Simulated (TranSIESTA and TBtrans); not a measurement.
Junction: Sn chain bridged by a linear C6 unit along the axis. Leads: straight Sn chain, spacing 2.75 Å. Geometry: 8 atoms about the centre moved by SIESTA (PBE, DZP) to a largest force of 0.00 eV/Å, all others as built, motion along the axis alone.

TranSIESTA and TBtrans, PBE, DZP numerical orbitals (energy shift 0.15 eV), PseudoDojo norm-conserving scalar-relativistic potentials, mesh cutoff 200 Ry, 300 K, no spin polarisation, no spin-orbit coupling; self-consistent non-equilibrium Green functions.

Energies count from the leads' Fermi level. Transmissions are for one spin of a degenerate pair. The energy step is 0.01 eV; narrower resonances are cut or missed.

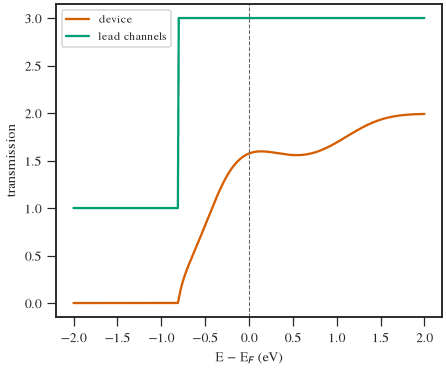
*Transmission against energy*

```tsv
E (eV)	T	lead channels
-2.00	2.4e-5	1
-1.80	2.4e-5	1
-1.60	2.4e-5	1
-1.40	2.3e-5	1
-1.20	2.3e-5	1
-1.00	2.3e-5	1
-0.80	0.047	band edge
-0.60	0.59	3
-0.40	1.05	3
-0.20	1.41	3
0.00	1.57	3
0.20	1.59	3
0.40	1.57	3
0.60	1.56	3
0.80	1.60	3
1.00	1.69	3
1.20	1.80	3
1.40	1.90	3
1.60	1.96	3
1.80	1.98	3
2.00	1.99	3
```

The straight chain is held at its spacing; free chains may zigzag or dimerise. No spin-polarised start was tried, so a magnetic state, if there is one, is missed.
